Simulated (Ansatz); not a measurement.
# The cluster B₄F₂: a spread of methods and bases

How do the results and run time of the cluster B₄F₂ respond when the settings are drawn wide?

Computed with Ansatz 0.2.0, Gaussian basis. Level: the settings change from run to run.

1 further run of the same task is left out (it didn't finish). Runs told in other sessions of the task aren't counted.

**1. The relaxed structure**

An earlier PBE-D4/def2-SVP relaxation fixed the geometry.

6 atoms, charge 0, spin multiplicity 1.

Atoms are counted from 1 here; the program's logs count them from 0.

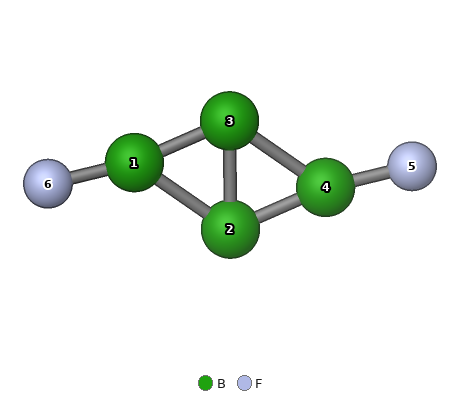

The geometry (boron green, fluorine light blue); atoms are numbered from 1 in the order of the file.

**2. LC-wPBE/def2-mTZVP**

Options: atoms shaken by 0.08 Å, finite nuclei, a point charge of 1.00 e beside it, relativity set to none, high accuracy.

The input, in.yaml:

```yaml
crystal:
  periodic: [false, false, false]
  atoms:
    - {symbol: B, position_ang: [-0.377781, 0.628169, 1.309744]}
    - {symbol: B, position_ang: [-0.864259, -0.443552, -0.022131]}
    - {symbol: B, position_ang: [0.532847, 0.435726, 0.176249]}
    - {symbol: B, position_ang: [0.342652, -0.595983, -1.270559]}
    - {symbol: F, position_ang: [0.976880, -1.046300, -2.353981]}
    - {symbol: F, position_ang: [-0.888842, 0.856967, 2.223777]}
basis:
  gaussian: {orbitals: def2-mTZVP, nuclear_model: gaussian, point_charges: [{charge: 1.00, position_ang: [4.603, 0.388, 0.881]}]}
hamiltonian: {xc: {name: LC-wPBE}, pseudopotentials: {relativity: none}}
accuracy: high
scf: {omitted_lower_state_checks: [starts]}
output: {forces: true}
```

Launch:

```sh
> ansatz run in.yaml --threads 4 --pin off --events-out ev --progress --plain --max-ram 3916MiB
```

Log, shortened:

```text
Functional definition: LC-wPBE
  name "LC-wPBE"
  cite "Vydrov & Scuseria, J. Chem. Phys. 125, 234109 (2006) doi:10.1063/1.2409292"
  cite "Heyd & Scuseria, J. Chem. Phys. 120, 7274 (2004) doi:10.1063/1.1668634"
  cite "Ernzerhof & Perdew, J. Chem. Phys. 109, 3313 (1998) doi:10.1063/1.476928"
  cite "Perdew, Burke & Ernzerhof, Phys. Rev. Lett. 77, 3865 (1996) doi:10.1103/PhysRevLett.77.3865"
  parent pbe
[...]
2269 factors; integrals over basis functions are off by at most 2.3e-8 eV
583 factors; integrals over basis functions are off by at most 1.5e-9 eV
[...]
mean field -8131.17621786 eV, -298.8152144972 hartree, gradient 4.6e-8 eV, S^2 0.000000; 0 other end points of the search recorded, 0 dependent functions left out
[...]
reference -8131.17621786 eV, -298.8152144972 hartree; 19, 19 occupied and 95, 95 virtual orbitals, 2269 factors
Total energy: -8131.17621786 eV, -298.8152144972 hartree
Atom 0 at    -0.377781     0.628169     1.309744 Å, force    10.948688    -4.699900   -18.962895 eV/Å
Atom 1 at    -0.864259    -0.443552    -0.022131 Å, force     3.982217    -0.083483    -3.461494 eV/Å
Atom 2 at     0.532847     0.435726     0.176249 Å, force     0.112323    -1.493372    -2.365493 eV/Å
Atom 3 at     0.342652    -0.595983    -1.270559 Å, force    -2.530179     0.223822     2.657679 eV/Å
Atom 4 at     0.976880    -1.046300    -2.353981 Å, force    -0.655784     0.782154     1.477907 eV/Å
Atom 5 at    -0.888842     0.856967     2.223777 Å, force   -11.706351     5.260580    20.659062 eV/Å
Dipole moment:    -0.511273     0.049898     0.227171 e Å
Checks for a lower state left out: starts
```

It took 4.6 s on 4 threads of Arm Neoverse V2, shared host.

Largest force 24.321 eV/Å, dipole 2.70 D.

**3. RPBE/cc-pVDZ**

Set apart from the defaults: density fitting with cc-pVTZ-jkfit, finite nuclei, the search for lower states set to off.

The input, in.yaml:

```yaml
crystal:
  periodic: [false, false, false]
  atoms:
    - {symbol: B, position_ang: [-0.329533, 0.613686, 1.253337]}
    - {symbol: B, position_ang: [-0.669088, -0.455448, -0.100329]}
    - {symbol: B, position_ang: [0.669052, 0.455540, 0.100279]}
    - {symbol: B, position_ang: [0.329559, -0.613775, -1.253294]}
    - {symbol: F, position_ang: [1.027578, -0.898957, -2.330583]}
    - {symbol: F, position_ang: [-1.027568, 0.898954, 2.330591]}
basis:
  gaussian: {orbitals: cc-pVDZ, fitting: {mean_field: cc-pVTZ-jkfit}, nuclear_model: gaussian}
hamiltonian: {xc: {name: RPBE}}
scf: {lower_state_search: off}
output: {forces: true}
```

The command is unchanged.

Log, shortened:

```text
Functional definition: RPBE
  name "RPBE"
  cite "Hammer, Hansen & Nørskov, Phys. Rev. B 59, 7413 (1999) doi:10.1103/PhysRevB.59.7413"
  cite "Perdew, Burke & Ernzerhof, Phys. Rev. Lett. 77, 3865 (1996) doi:10.1103/PhysRevLett.77.3865"
[...]
474 factors; integrals over basis functions are off by at most 1.6e-1 eV
[...]
mean field -8137.68322759 eV, -299.0543426940 hartree, gradient 6.6e-6 eV, S^2 0.000000; 0 other end points of the search recorded, 0 dependent functions left out
[...]
reference -8137.68325987 eV, -299.0543438805 hartree; 19, 19 occupied and 65, 65 virtual orbitals, 474 factors
Total energy: -8137.68325987 eV, -299.0543438805 hartree
Atom 0 at    -0.329533     0.613686     1.253337 Å, force     0.418557    -0.072622    -0.494157 eV/Å
Atom 1 at    -0.669088    -0.455448    -0.100329 Å, force    -0.265579    -0.219694    -0.099904 eV/Å
Atom 2 at     0.669052     0.455540     0.100279 Å, force     0.265556     0.219217     0.100137 eV/Å
Atom 3 at     0.329559    -0.613775    -1.253294 Å, force    -0.418590     0.073353     0.493727 eV/Å
Atom 4 at     1.027578    -0.898957    -2.330583 Å, force     0.404703    -0.152732    -0.604808 eV/Å
Atom 5 at    -1.027568     0.898954     2.330591 Å, force    -0.404648     0.152479     0.605005 eV/Å
Dipole moment:     0.000021    -0.000033     0.000013 e Å
Checks for a lower state left out: stability, starts, cluster_reference, orbital_swaps, neighbouring_geometries, increment
```

It took 0.35 s on 4 threads of Arm Neoverse V2, shared host.

Largest force 0.744 eV/Å, dipole 0.00 D.

**4. RPBE/6-31++G****

Options: coordinates scaled by 1.12, the search for lower states set to light.

The input, in.yaml:

```yaml
crystal:
  periodic: [false, false, false]
  atoms:
    - {symbol: B, position_ang: [-0.369077, 0.687329, 1.403738]}
    - {symbol: B, position_ang: [-0.749378, -0.510102, -0.112368]}
    - {symbol: B, position_ang: [0.749338, 0.510204, 0.112312]}
    - {symbol: B, position_ang: [0.369106, -0.687428, -1.403690]}
    - {symbol: F, position_ang: [1.150887, -1.006831, -2.610253]}
    - {symbol: F, position_ang: [-1.150876, 1.006828, 2.610261]}
basis:
  gaussian: {orbitals: "6-31++G**"}
hamiltonian: {xc: {name: RPBE}}
scf: {lower_state_search: light}
```

Launched as before.

Log:

```text
Functional definition: RPBE
  name "RPBE"
  cite "Hammer, Hansen & Nørskov, Phys. Rev. B 59, 7413 (1999) doi:10.1103/PhysRevB.59.7413"
  cite "Perdew, Burke & Ernzerhof, Phys. Rev. Lett. 77, 3865 (1996) doi:10.1103/PhysRevLett.77.3865"
  parameter kappa = 0.804
  parameter beta = 0.06672455060314922
  exchange = rpbe_x(kappa = kappa, mu = beta*pi^2/3)
  correlation = pbe_c(beta = beta)
984 factors; their error is unknown
mean field evaluation 1: about -8130.7521 eV, gradient 4.2e1 eV
mean field evaluation 2: about -8127.8438 eV, gradient 5.7e1 eV
mean field evaluation 4: about -8135.7145 eV, gradient 2.4e0 eV
mean field evaluation 8: about -8135.6699 eV, gradient 2.7e-1 eV
mean field evaluation 16: about -8135.6700 eV, gradient 2.2e-5 eV
mean field -8135.67000989 eV, -298.9803583081 hartree, gradient 2.2e-5 eV, S^2 0.000000; 1 other end points of the search recorded, 0 dependent functions left out
reference -8135.67007006 eV, -298.9803605193 hartree; 19, 19 occupied and 95, 95 virtual orbitals, 984 factors
Total energy: -8135.67007006 eV, -298.9803605193 hartree
```

Run time: 0.95 s. Hardware: 4 threads of Arm Neoverse V2, shared host.

**5. PBE0/pcseg-2**

Options: charge -1, multiplicity 2.

The input, in.yaml:

```yaml
crystal:
  periodic: [false, false, false]
  atoms:
    - {symbol: B, position_ang: [-0.329533, 0.613686, 1.253337]}
    - {symbol: B, position_ang: [-0.669088, -0.455448, -0.100329]}
    - {symbol: B, position_ang: [0.669052, 0.455540, 0.100279]}
    - {symbol: B, position_ang: [0.329559, -0.613775, -1.253294]}
    - {symbol: F, position_ang: [1.027578, -0.898957, -2.330583]}
    - {symbol: F, position_ang: [-1.027568, 0.898954, 2.330591]}
basis:
  gaussian: {orbitals: pcseg-2}
total_charge: -1
magnetization: {spin_polarized: true, initial_magnetization: 1}
hamiltonian: {xc: {name: PBE0}}
```

Launched as before.

Log:

```text
Functional definition: PBE0
  name "PBE0"
  cite "Adamo & Barone, J. Chem. Phys. 110, 6158 (1999) doi:10.1063/1.478522"
  cite "Perdew, Burke & Ernzerhof, Phys. Rev. Lett. 77, 3865 (1996) doi:10.1103/PhysRevLett.77.3865"
  parent pbe
  parameter a = 0.25
  parameter kappa = 0.804
  parameter beta = 0.06672455060314922
  exchange = (1 - a)*pbe_x(kappa = kappa, mu = beta*pi^2/3) + a*exact_x
  correlation = pbe_c(beta = beta)
1022 factors; their error is unknown
mean field evaluation 1: about -8126.1364 eV, gradient 3.6e1 eV
mean field evaluation 2: about -8118.2069 eV, gradient 5.4e1 eV
mean field evaluation 4: about -8133.4996 eV, gradient 2.7e0 eV
mean field evaluation 8: about -8133.5328 eV, gradient 9.8e-2 eV
mean field evaluation 16: about -8133.5167 eV, gradient 3.6e-3 eV
mean field -8133.51673131 eV, -298.9012267799 hartree, gradient 2.0e-5 eV, S^2 0.762587; 0 other end points of the search recorded, 0 dependent functions left out
reference -8133.51676448 eV, -298.9012279989 hartree; 20, 19 occupied and 160, 161 virtual orbitals, 1022 factors
Total energy: -8133.51676448 eV, -298.9012279989 hartree
```

Run time: 2.9 s. Hardware: 4 threads of Arm Neoverse V2, shared host.

⟨S²⟩ 0.763.

**6. All runs side by side**

```
             level  charge  multiplicity              geometry  functions  energy (eV)    time
LC-wPBE/def2-mTZVP       0             1  shaken, point charge        114    -8131.176   4.6 s
      RPBE/cc-pVDZ       0             1               relaxed         84    -8137.683  0.35 s
    RPBE/6-31++G**       0             1                scaled        114    -8135.670  0.95 s
      PBE0/pcseg-2      -1             2               relaxed        180    -8133.517   2.9 s
```

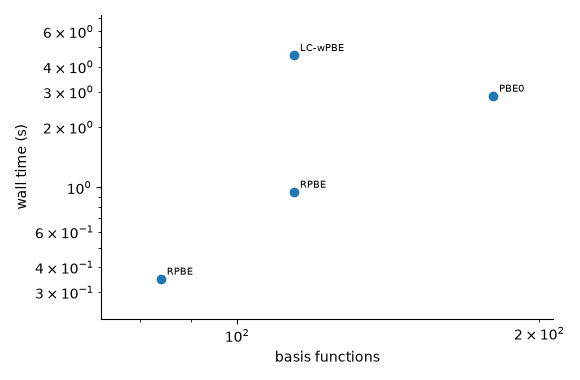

Wall time against the number of basis functions (shared host).

**7. Results**

```
quantity                      value
    runs                          4
quickest       RPBE/cc-pVDZ, 0.35 s
 slowest  LC-wPBE/def2-mTZVP, 4.6 s
```

In words: The runs differ in state or geometry as well as level, so their energies can't be set against each other. LC-wPBE/def2-mTZVP took 13 times as long as RPBE/cc-pVDZ. The jobs differ in tasks and options as well as level. At the PBE-D4/def2-SVP geometry and in the same state, the sound runs without point charges leave forces up to 0.74 eV/Å (RPBE/cc-pVDZ).
